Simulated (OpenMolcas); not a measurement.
# Relativistic diatomic calculation: CuCl (part 2 of 2)

The same run, continued: CuCl. Method: SA-CASSCF(16,9)/XMS-CASPT2 + RASSI spin-orbit (X2C scalar, AMFI), ANO-RCC-VTZP (OpenMolcas).

**The program's output (extracts), continued**
```
++ Dipole transition strengths (spin-free states):
     for osc. strength at least  1.00000000E-05
      From   To        Osc. strength     Einstein coefficients Ax, Ay, Az (sec-1)    Total A (sec-1)
         7    4       2.69414655E-05  2.40465214E+03  4.72890875E+02  0.00000000E+00  2.87754302E+03
         7    5       2.73959948E-05  3.66248809E+03  1.28829965E+03  0.00000000E+00  4.95078773E+03
         7    6       2.74650124E-05  1.28536393E+03  3.67834174E+03  0.00000000E+00  4.96370567E+03
         8    4       2.67993580E-05  4.73963240E+02  2.38780975E+03  0.00000000E+00  2.86177299E+03
         8    5       2.75408268E-05  1.29302445E+03  3.68314492E+03  0.00000000E+00  4.97616937E+03
         8    6       2.74743088E-05  3.66829567E+03  1.29630076E+03  0.00000000E+00  4.96459643E+03
         9    1       1.31450229E-05  6.31026551E+00  1.24524169E+00  0.00000000E+00  7.55550720E+00
         9    2       1.52268283E-05  9.76131652E+02  3.48935192E+01  0.00000000E+00  1.01102517E+03
         9    3       1.52280536E-05  3.49019073E+01  9.76353729E+02  0.00000000E+00  1.01125564E+03
        10    1       1.31271503E-05  1.23999304E+00  6.28373782E+00  0.00000000E+00  7.52373086E+00
        10    2       1.52213563E-05  3.48683836E+01  9.75525296E+02  0.00000000E+00  1.01039368E+03
        10    3       1.52223836E-05  9.75735669E+02  3.48752398E+01  0.00000000E+00  1.01061091E+03
 Electric-quadrupole - electric-quadrupole not included
 Electric-dipole - electric-octupole not included
 Electric-dipole - magnetic-quadrupole not included
   Eigenvalues of complex Hamiltonian:
  (Shifted by EMIN (a.u.) =      -2115.0792222474)
 SO State       Relative EMIN(au)   Rel lowest level(eV)    D:o, cm**(-1)      Omega
     1            -0.0019805174        0.0000000000              0.0000         2.0
     2            -0.0019805134        0.0000001093              0.0009         2.0
     3            -0.0005092751        0.0400345416            322.9004         1.0
     4            -0.0005035482        0.0401903780            324.1573         1.0
     5             0.0006151997        0.0706330616            569.6941         0.0
     6             0.0014999719        0.0947089398            763.8791         0.0
     7             0.0103829079        0.3364259417           2713.4582         1.0
     8             0.0103887412        0.3365846729           2714.7385         1.0
     9             0.0158057533        0.4839890820           3903.6352         0.0
    10             0.0552215675        1.5565480267          12554.4065         2.0
    11             0.0552246977        1.5566332025          12555.0935         2.0
    12             0.0579651203        1.6312039022          13156.5467         0.0
    13             0.0580003180        1.6321616794          13164.2717         1.0
    14             0.0580004175        1.6321643864          13164.2936         1.0
    15             0.0712980502        1.9940114052          16082.7866         3.0
    16             0.0712980502        1.9940114059          16082.7866         3.0
    17             0.0757935541        2.1163403000          17069.4357         2.0
    18             0.0757967106        2.1164261913          17070.1284         2.0
    19             0.0788619345        2.1998351839          17742.8673         1.0
    20             0.0788619875        2.1998366266          17742.8790         1.0
 Weights of the five most important spin-orbit-free states for each spin-orbit state.
 SO State  Total energy (au)           Spin-free states, spin, and weights
    1        -0.001981       7 1.0  0.4997    8 1.0  0.4977    2 0.0  0.0016    6 1.0  0.0007    5 1.0  0.0003
    2        -0.001981       7 1.0  0.4996    8 1.0  0.4978    3 0.0  0.0016    5 1.0  0.0007    6 1.0  0.0003
    3        -0.000509       7 1.0  0.9713   10 0.0  0.0257    4 1.0  0.0017    6 1.0  0.0006    5 1.0  0.0006
    4        -0.000504       8 1.0  0.9712    9 0.0  0.0257    4 1.0  0.0017    5 1.0  0.0006    6 1.0  0.0006
    5         0.000615       8 1.0  0.4618    7 1.0  0.4597    1 0.0  0.0786    2 0.0  0.0000    6 1.0  0.0000
    6         0.001500       8 1.0  0.4981    7 1.0  0.4964    4 1.0  0.0055    5 1.0  0.0000    6 1.0  0.0000
    7         0.010383       9 0.0  0.9689    8 1.0  0.0250    4 1.0  0.0051    6 1.0  0.0005    5 1.0  0.0004
    8         0.010389      10 0.0  0.9689    7 1.0  0.0250    4 1.0  0.0051    5 1.0  0.0005    6 1.0  0.0005
    9         0.015806       1 0.0  0.9214    8 1.0  0.0393    7 1.0  0.0393    2 0.0  0.0000    6 1.0  0.0000
   10         0.055222       2 0.0  0.9634    6 1.0  0.0309    5 1.0  0.0044    7 1.0  0.0006    8 1.0  0.0006
   11         0.055225       3 0.0  0.9634    5 1.0  0.0309    6 1.0  0.0044    8 1.0  0.0006    7 1.0  0.0006
   12         0.057965       4 1.0  0.9945    7 1.0  0.0027    8 1.0  0.0027    3 0.0  0.0000    2 0.0  0.0000
   13         0.058000       4 1.0  0.9932   10 0.0  0.0036    7 1.0  0.0025    9 0.0  0.0004    8 1.0  0.0003
   14         0.058000       4 1.0  0.9932    9 0.0  0.0036    8 1.0  0.0025   10 0.0  0.0004    7 1.0  0.0003
   15         0.071298       5 1.0  0.5002    6 1.0  0.4998    4 1.0  0.0000    8 1.0  0.0000    9 0.0  0.0000
   16         0.071298       5 1.0  0.5002    6 1.0  0.4998    4 1.0  0.0000   10 0.0  0.0000    7 1.0  0.0000
   17         0.075794       5 1.0  0.9636    3 0.0  0.0305    2 0.0  0.0043    8 1.0  0.0007    7 1.0  0.0007
   18         0.075797       6 1.0  0.9637    2 0.0  0.0305    3 0.0  0.0043    8 1.0  0.0007    7 1.0  0.0007
   19         0.078862       6 1.0  0.4991    5 1.0  0.4987    9 0.0  0.0011    8 1.0  0.0008   10 0.0  0.0001
   20         0.078862       6 1.0  0.4991    5 1.0  0.4987   10 0.0  0.0011    7 1.0  0.0008    9 0.0  0.0001
++ Dipole transition strengths (SO states):
        for osc. strength at least   1.00000000E-05
      From   To        Osc. strength     Einstein coefficients Ax, Ay, Az (sec-1)    Total A (sec-1)
         1   13       1.39104413E-05  1.49264854E+02  1.45870096E+03  0.00000000E+00  1.60796581E+03
         1   14       1.40681561E-05  1.47633538E+03  1.49866746E+02  0.00000000E+00  1.62620212E+03
         1   15       2.67438638E-05  2.77785934E+03  1.83626164E+03  0.00000000E+00  4.61412099E+03
         1   16       2.67973546E-05  1.82973602E+03  2.79361373E+03  0.00000000E+00  4.62334975E+03
         2   13       1.40653472E-05  1.47594991E+03  1.49921908E+02  0.00000000E+00  1.62587182E+03
         2   14       1.39132328E-05  1.49210688E+02  1.45908293E+03  0.00000000E+00  1.60829361E+03
         2   15       2.67973581E-05  1.82973795E+03  2.79361189E+03  0.00000000E+00  4.62334985E+03
         2   16       2.67438642E-05  2.77785740E+03  1.83626315E+03  0.00000000E+00  4.61412055E+03
         3   12       2.66075481E-05  2.45518466E+03  4.67939215E+02  0.00000000E+00  2.92312388E+03
         3   17       2.46400212E-05  3.33654197E+03  1.27273964E+03  0.00000000E+00  4.60928161E+03
         3   18       2.47003262E-05  1.26977481E+03  3.35117004E+03  0.00000000E+00  4.62094485E+03
         4   12       2.65281341E-05  4.68302119E+02  2.44552645E+03  0.00000000E+00  2.91382857E+03
         4   17       2.47650874E-05  1.27696145E+03  3.35502027E+03  0.00000000E+00  4.63198172E+03
         4   18       2.47087000E-05  3.34154613E+03  1.28027146E+03  0.00000000E+00  4.62181759E+03
         5    9       1.57025179E-04  0.00000000E+00  0.00000000E+00  1.16419942E+03  1.16419942E+03
         5   13       1.05797883E-05  8.04545591E+00  1.11135743E+03  0.00000000E+00  1.11940288E+03
         5   14       1.05958797E-05  1.11329262E+03  7.81671864E+00  0.00000000E+00  1.12110934E+03
         5   19       2.47707694E-05  4.83694071E+03  3.59068576E+01  0.00000000E+00  4.87284757E+03
         5   20       2.48474516E-05  3.60567666E+01  4.85188217E+03  0.00000000E+00  4.88793894E+03
         6   12       3.00614403E-05  0.00000000E+00  0.00000000E+00  3.07950998E+03  3.07950998E+03
         6   13       1.32091944E-05  1.34534583E+03  9.49860722E+00  0.00000000E+00  1.35484443E+03
         6   14       1.31770583E-05  9.66377741E+00  1.34188926E+03  0.00000000E+00  1.35155304E+03
         6   19       2.82776657E-05  4.01109748E+01  5.39751582E+03  0.00000000E+00  5.43762679E+03
         6   20       2.81886377E-05  5.38057480E+03  3.99398656E+01  0.00000000E+00  5.42051467E+03
         7    9       1.47816268E-05  1.17528379E+01  2.21366125E+00  0.00000000E+00  1.39664991E+01
         7   10       1.31912549E-05  8.23340143E+02  2.87827599E+01  0.00000000E+00  8.52122903E+02
         7   11       1.32019114E-05  2.87907802E+01  8.24139578E+02  0.00000000E+00  8.52930358E+02
         7   14       2.17786415E-05  0.00000000E+00  0.00000000E+00  1.58662767E+03  1.58662767E+03
         8    9       1.47678003E-05  2.20676509E+00  1.17166672E+01  0.00000000E+00  1.39234323E+01
         8   10       1.31897517E-05  2.86830536E+01  8.23121073E+02  0.00000000E+00  8.51804127E+02
         8   11       1.31798039E-05  8.22599550E+02  2.86809969E+01  0.00000000E+00  8.51280547E+02
         8   13       2.17172712E-05  0.00000000E+00  0.00000000E+00  1.58176247E+03  1.58176247E+03
 Electric-quadrupole - electric-quadrupole not included
 Electric-dipole - electric-octupole not included
 Electric-dipole - magnetic-quadrupole not included
```

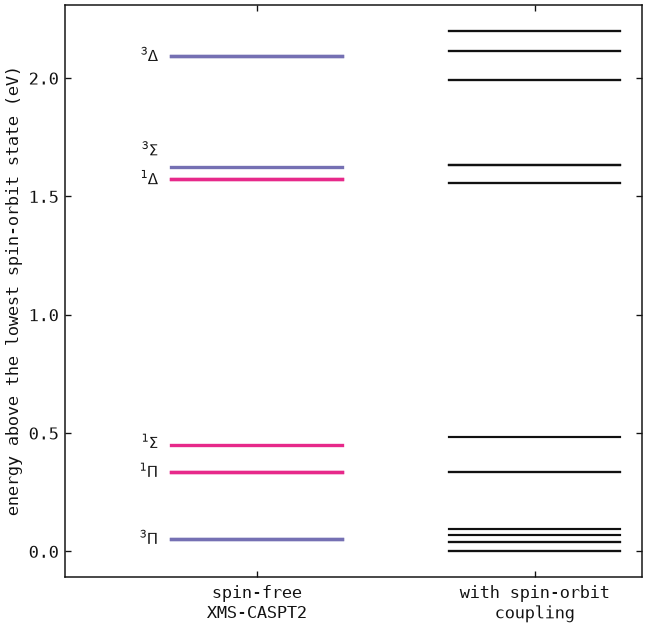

States up to 3.5 eV at 2.061 Å, without spin-orbit coupling (left, a colour for each spin multiplicity) and with it (right, where close levels merge). The spin-free states run ³Π (0.00 eV), ¹Π (0.28 eV), ¹Σ (0.40 eV), ¹Δ (1.52 eV), ³Σ (1.57 eV), ³Δ (2.04 eV) from the lowest. The lowest spin-orbit levels have |Ω| = 2 (0 cm⁻¹), 1 (323 cm⁻¹), 0 (570 cm⁻¹), 0 (764 cm⁻¹), 1 (2,713 cm⁻¹).

Outcome of the run: converged.
